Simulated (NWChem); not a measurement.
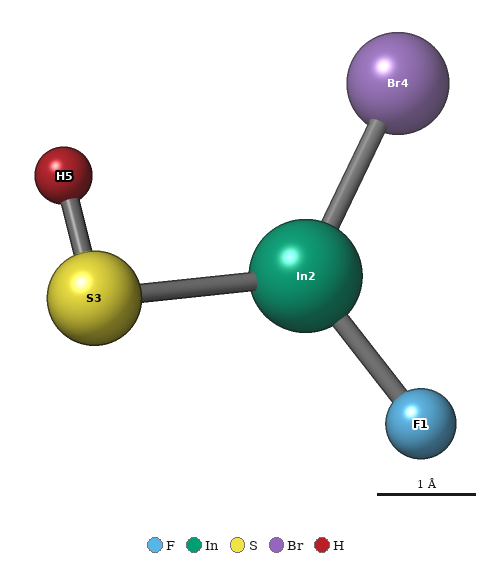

**Figure 1.** The structure as given in the input (ball-and-stick view, seen at a tilt; atoms are numbered from 1 in the order of the input). Sticks mark near contacts. Bond lengths as drawn: Br–In 2.44 Å, F–In 1.94 Å, H–S 1.34 Å and In–S 2.35 Å.

# Run report: InHSBrF, single-point calculation

System: InHSBrF, SMILES [F][In]([SH])[Br].
Method: PBE/def2-TZVP, RKS, core potentials def2-ecp (NWChem 7.2.2).

The geometry comes from this level: PBE0-D4/def2-TZVP.

Input
```
start a
memory total 8000 mb
charge 0

geometry units angstroms noautosym nocenter noautoz
 F     -1.138700    -1.053100     1.896800
 In    -0.328300    -0.383100     0.272100
 S      1.106100     1.472200     0.439100
 Br    -0.929200    -1.583200    -1.764100
 H      1.340000     1.473600    -0.885300
end

basis spherical
 * library def2-TZVP
end

ecp
 In library def2-ecp
end

dft
 xc xpbe96 cpbe96
 grid fine
 convergence energy 1e-08
 iterations 100
 mulliken
 noprint "final vectors analysis"
end

task dft
```

Machine: 2 threads of Arm Neoverse N1, 90 GiB of memory available, host not shared.

Command:
```bash
export OMP_NUM_THREADS=2
nwchem a.nw > a.out
```

Output
```
Northwest Computational Chemistry Package (NWChem) 7.2.2
             --------------------------------------------------------

           Job information
           ---------------

    nwchem branch   = 7.2.2
    use scalapack   = T
    input           = a.nw
    prefix          = a.
    data base       = ./a.db
    status          = startup
    nproc           =        1

           Memory information
           ------------------

    heap     =  262143998 doubles =   2000.0 Mbytes
    stack    =  262143995 doubles =   2000.0 Mbytes
    global   =  524288000 doubles =   4000.0 Mbytes (distinct from heap & stack)
    total    = 1048575993 doubles =   8000.0 Mbytes
    verify   = yes
    hardfail = no

           Directory information
           ---------------------

  0 permanent = .
  0 scratch   = .

                                NWChem Input Module
                                -------------------

 Scaling coordinates for geometry "geometry" by  1.889725989
 (inverse scale =  0.529177249)

                             Geometry "geometry" -> ""
                             -------------------------

 Output coordinates in angstroms (scale by  1.889725989 to convert to a.u.)

  No.       Tag          Charge          X              Y              Z
 ---- ---------------- ---------- -------------- -------------- --------------
    1 F                    9.0000    -1.13870000    -1.05310000     1.89680000
    2 In                  49.0000    -0.32830000    -0.38310000     0.27210000
    3 S                   16.0000     1.10610000     1.47220000     0.43910000
    4 Br                  35.0000    -0.92920000    -1.58320000    -1.76410000
    5 H                    1.0000     1.34000000     1.47360000    -0.88530000

      Atomic Mass
      -----------

      F                 18.998400
      In               114.904100
      S                 31.972070
      Br                79.916500
      H                  1.007825

 Effective nuclear repulsion energy (a.u.)     825.6121532207

            Nuclear Dipole moment (a.u.)
            ----------------------------
        X                 Y               Z
 ---------------- ---------------- ----------------
   -75.2477550297  -110.8003038884   -47.6193941588

            XYZ format geometry
            -------------------
     5
 geometry
 F                    -1.13870000    -1.05310000     1.89680000
 In                   -0.32830000    -0.38310000     0.27210000
 S                     1.10610000     1.47220000     0.43910000
 Br                   -0.92920000    -1.58320000    -1.76410000
 H                     1.34000000     1.47360000    -0.88530000

 ==============================================================================
                                internuclear distances
 ------------------------------------------------------------------------------
       center one      |      center two      | atomic units |  angstroms
 ------------------------------------------------------------------------------
    2 In               |   1 F                |     3.65714  |     1.93528
    3 S                |   2 In               |     4.44288  |     2.35107
    4 Br               |   2 In               |     4.60854  |     2.43874
    5 H                |   3 S                |     2.54149  |     1.34490
 ------------------------------------------------------------------------------
                         number of included internuclear distances:          4
 ==============================================================================

 ==============================================================================
                                 internuclear angles
 ------------------------------------------------------------------------------
        center 1       |       center 2       |       center 3       |  degrees
 ------------------------------------------------------------------------------
    1 F                |   2 In               |   3 S                |   117.97
    1 F                |   2 In               |   4 Br               |   115.30
    3 S                |   2 In               |   4 Br               |   126.72
    2 In               |   3 S                |   5 H                |    92.12
 ------------------------------------------------------------------------------
                            number of included internuclear angles:          4
 ==============================================================================

 Summary of "ao basis" -> "" (spherical)
 ------------------------------------------------------------------------------
       Tag                 Description            Shells   Functions and Types
 ---------------- ------------------------------  ------  ---------------------
 *                         def2-TZVP                  on all atoms

                 ECP       "ecp basis" -> "" (cartesian)
                -----
  [basis functions not shown]

                                 NWChem DFT Module
                                 -----------------

                      Basis "ao basis" -> "ao basis" (spherical)
                      -----
  [basis functions not shown]

 Summary of "ao basis" -> "ao basis" (spherical)
 ------------------------------------------------------------------------------
       Tag                 Description            Shells   Functions and Types
 ---------------- ------------------------------  ------  ---------------------
 F                         def2-TZVP                11       31   5s3p2d1f
 In                        def2-TZVP                16       50   6s5p3d2f
 S                         def2-TZVP                13       37   5s5p2d1f
 Br                        def2-TZVP                16       48   6s5p4d1f
 H                         def2-TZVP                 4        6   3s1p

 Summary of "ao basis" -> "ao basis" (spherical)
 ------------------------------------------------------------------------------
       Tag                 Description            Shells   Functions and Types
 ---------------- ------------------------------  ------  ---------------------
 F                         def2-TZVP                11       31   5s3p2d1f
 In                        def2-TZVP                16       50   6s5p3d2f
 S                         def2-TZVP                13       37   5s5p2d1f
 Br                        def2-TZVP                16       48   6s5p4d1f
 H                         def2-TZVP                 4        6   3s1p

  Caching 1-el integrals
  itol2e modified to match energy
  convergence criterion.
  tol_rho modified to match energy
  convergence criterion.

            General Information
            -------------------
          SCF calculation type: DFT
          Wavefunction type:  closed shell.
          No. of atoms     :     5
          No. of electrons :    82
           Alpha electrons :    41
            Beta electrons :    41
          Charge           :     0
          Spin multiplicity:     1
          Use of symmetry is: off; symmetry adaption is: off
          Maximum number of iterations: 100
          AO basis - number of functions:   172
                     number of shells:    60
          Convergence on energy requested:  1.00D-08
          Convergence on density requested:  1.00D-05
          Convergence on gradient requested:  5.00D-04

              XC Information
              --------------
          PerdewBurkeErnzerhof Exchange Functional  1.000
            Perdew 1991 LDA Correlation Functional  1.000 local
           PerdewBurkeErnz. Correlation Functional  1.000 non-local

             Grid Information
             ----------------
          Grid used for XC integration:  fine
          Radial quadrature: Mura-Knowles
          Angular quadrature: Lebedev.
          Tag              B.-S. Rad. Rad. Pts. Rad. Cut. Ang. Pts.
          ---              ---------- --------- --------- ---------
          F                   0.50       70          12.0       590
          In                  1.55      141          10.0       974
          S                   1.00      123          12.0       770
          Br                  1.15      140          12.0       974
          H                   0.35       60          12.0       590
          Grid pruning is: on
          Number of quadrature shells:   534
          Spatial weights used:  Erf1

          Convergence Information
          -----------------------
          Convergence aids based upon iterative change in
          total energy or number of iterations.
          Levelshifting, if invoked, occurs when the
          HOMO/LUMO gap drops below (HL_TOL):  1.00D-02
          DIIS, if invoked, will attempt to extrapolate
          using up to (NFOCK): 10 stored Fock matrices.

                    Damping( 0%)  Levelshifting(0.5)       DIIS
                  --------------- ------------------- ---------------
          dE  on:    start            ASAP                start
          dE off:    2 iters        100 iters           100 iters

      Screening Tolerance Information
      -------------------------------
          Density screening/tol_rho:  1.00D-11
          AO Gaussian exp screening on grid/accAOfunc:  18
          CD Gaussian exp screening on grid/accCDfunc:  20
          XC Gaussian exp screening on grid/accXCfunc:  20
          Schwarz screening/accCoul:  1.00D-09

      Superposition of Atomic Density Guess
      -------------------------------------

 Sum of atomic energies:       -3287.85580880

      Non-variational initial energy
      ------------------------------

 Total energy =   -3259.386572
 1-e energy   =   -5480.104411
 2-e energy   =    1782.881320
 HOMO         =      -0.335618
 LUMO         =      -0.081491

  WARNING: movecs_in_org=atomic not equal to movecs_in=./a.movecs
   Time after variat. SCF:      5.7

     ---------------------------------------------
      Total Density - Mulliken Population Analysis
     ---------------------------------------------

    Atom       Charge   Shell Charges
 -----------   ------   -------------------------------------------------------
    1 F    9     9.74   0.77  1.20  0.62  1.02  0.34  2.42  2.39  0.98  0.00  0.00  0.00
    2 In  21    19.46   0.38 -0.81  1.54  0.87  0.60  0.24 -0.41  6.37  0.33  0.14  0.05  8.92  1.08  0.08  0.05  0.00
    3 S   16    16.56   2.01  0.49  1.48  1.08  0.81  4.18  1.69  0.90  2.48  1.41  0.01  0.03  0.00
    4 Br  35    35.50   2.00  2.00  1.16  0.78  1.01  1.00  6.00  5.94  1.29  2.94  1.36  8.98  1.02 -0.02  0.02  0.00
    5 H    1     0.73   0.19  0.40  0.12  0.02
   Time prior to 1st pass:      5.7

 Integral file          = ./a.aoints.0
 Record size in doubles =  65536        No. of integs per rec  =  43688
 Max. records in memory =   3419        Max. records in file   = 831623
 No. of bits per label  =      8        No. of bits per value  =     64

 #quartets = 1.117D+06 #integrals = 7.655D+07 #direct =  0.0% #cached =100.0%

 Grid_pts file          = ./a.gridpts.0
 Record size in doubles =  12289        No. of grid_pts per rec  =   3070
 Max. records in memory =    188        Max. recs in file   =   4434969

           Memory utilization after 1st SCF pass:
           Heap Space remaining (MW):       35.73            35725486
          Stack Space remaining (MW):      262.14           262142980

   convergence    iter        energy       DeltaE   RMS-Dens  Diis-err    time
 ---------------- ----- ----------------- --------- --------- ---------  ------
 d= 0,ls=0.0,diis     1  -3262.3160878497 -3.70D+03  2.24D-02  2.05D+00    22.9
 d= 0,ls=0.0,diis     2  -3260.5418669824  1.77D+00  1.52D-02  1.97D+01    26.9
 d= 0,ls=0.0,diis     3  -3262.4118407837 -1.87D+00  5.97D-03  4.15D-01    31.0
 d= 0,ls=0.0,diis     4  -3262.4121606240 -3.20D-04  3.57D-03  3.76D-01    35.0
 d= 0,ls=0.0,diis     5  -3262.4588198429 -4.67D-02  6.56D-04  8.71D-03    39.3
  Resetting Diis
 d= 0,ls=0.0,diis     6  -3262.4594991413 -6.79D-04  2.22D-04  1.17D-03    43.7
 d= 0,ls=0.0,diis     7  -3262.4596377763 -1.39D-04  2.03D-04  1.68D-04    48.1
 d= 0,ls=0.0,diis     8  -3262.4595397683  9.80D-05  1.27D-04  1.00D-03    52.5
 d= 0,ls=0.0,diis     9  -3262.4596612288 -1.21D-04  1.84D-05  1.14D-05    56.9
 d= 0,ls=0.0,diis    10  -3262.4596624283 -1.20D-06  4.83D-06  2.21D-06    61.2
 d= 0,ls=0.0,diis    11  -3262.4596626448 -2.16D-07  1.48D-06  5.49D-08    65.6
 d= 0,ls=0.0,diis    12  -3262.4596626499 -5.13D-09  4.48D-07  4.81D-09    70.0

         Total DFT energy =    -3262.459662649882
      One electron energy =    -5480.889845554643
           Coulomb energy =     1924.555961016796
    Exchange-Corr. energy =     -143.962297359273
 Nuclear repulsion energy =      437.836519247238

 Numeric. integr. density =       82.000000842898

     Total iterative time =     64.3s

     ---------------------------------------------
      Total Density - Mulliken Population Analysis
     ---------------------------------------------

    Atom       Charge   Shell Charges
 -----------   ------   -------------------------------------------------------
    1 F    9     9.41   0.77  1.20  0.62  0.97  0.39  2.26  2.07  1.12  0.00  0.01  0.00
    2 In  21    20.14   0.40 -0.84  1.62  0.81  0.87  0.13 -0.41  6.40  0.59  0.23  0.07  8.82  1.19  0.18  0.08  0.01
    3 S   16    16.33   2.01  0.47  1.49  1.13  0.79  4.19  1.66  0.94  2.37  1.22  0.02  0.05  0.01
    4 Br  35    35.29   2.00  2.01  1.16  0.78  1.07  0.95  6.00  5.92  1.35  2.69  1.34  8.94  1.01  0.05  0.03  0.00
    5 H    1     0.82   0.24  0.45  0.10  0.02

     -------------------------------------------
      Total Density - Lowdin Population Analysis
     -------------------------------------------

    Atom       Charge   Shell Charges
 -----------   ------   -------------------------------------------------------
    1 F    9     9.21   0.86  1.10  0.62  0.77  0.42  2.12  2.14  1.17  0.00  0.01  0.00
    2 In  21    21.15   0.00  0.03  0.86  1.03  0.55  0.33  0.05  5.56  0.85  0.61  0.26  8.32  1.67  0.75  0.28  0.00
    3 S   16    15.86   1.99  0.84  1.13  0.85  0.64  3.91  1.88  1.06  2.05  1.40  0.02  0.08  0.01
    4 Br  35    34.85   2.00  2.00  1.15  0.83  0.85  0.84  5.98  5.65  1.63  2.41  1.47  8.52  1.23  0.24  0.06  0.00
    5 H    1     0.92   0.24  0.41  0.20  0.08

 center of mass
 --------------
 x =  -0.74195901 y =  -1.08725861 z =  -0.46349350

 moments of inertia (a.u.)
 ------------------
        1948.745225571852        -546.735316187997        -250.926621480608
        -546.735316187997        1523.316770206222        -563.510497787158
        -250.926621480608        -563.510497787158        1203.205212197815

     Multipole analysis of the density
     ---------------------------------

     L   x y z        total         alpha         beta         nuclear
     -   - - -        -----         -----         ----         -------
     0   0 0 0     -0.000000    -41.000000    -41.000000     82.000000

     1   1 0 0      0.509079     29.192858     29.192858    -57.876638
     1   0 1 0      0.512061     45.520826     45.520826    -90.529591
     1   0 0 1     -0.584514     30.716162     30.716162    -62.016839

     2   2 0 0    -44.852838   -139.420728   -139.420728    233.988617
     2   1 1 0     -2.079272   -167.007621   -167.007621    331.935971
     2   1 0 1      0.771727    -75.752549    -75.752549    152.276824
     2   0 2 0    -45.761147   -268.642996   -268.642996    491.524845
     2   0 1 1     -0.039203   -154.689659   -154.689659    309.340114
     2   0 0 2    -47.921052   -285.944275   -285.944275    523.967497

 Parallel integral file used    1753 records with       0 large values

 Task  times  cpu:       69.6s     wall:       70.0s
 Total times  cpu:       69.6s     wall:       70.0s
```

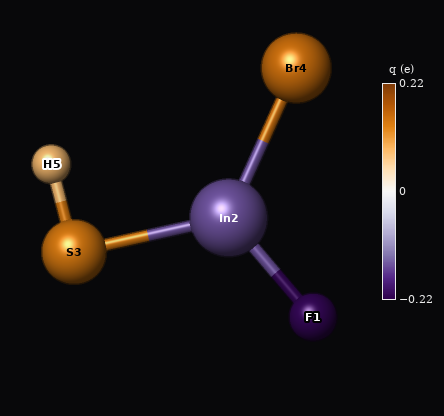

**Figure 2.** Löwdin charges, as the colour of each atom (ball-and-stick view, seen on its broad side; atoms are numbered from 1 in the order of the input). By element: F −0.21, In −0.15, S +0.14, Br +0.15 and H +0.08 e.

Key numbers

| quantity | value |
| --- | --- |
| outcome | converged |
| total energy | −3262.459663 hartree |
| basis functions | 172 |
| dipole moment | 2.36 D |
| wall time | 71 s (CPU time 70 s) |
| peak memory | 0.96 GiB |
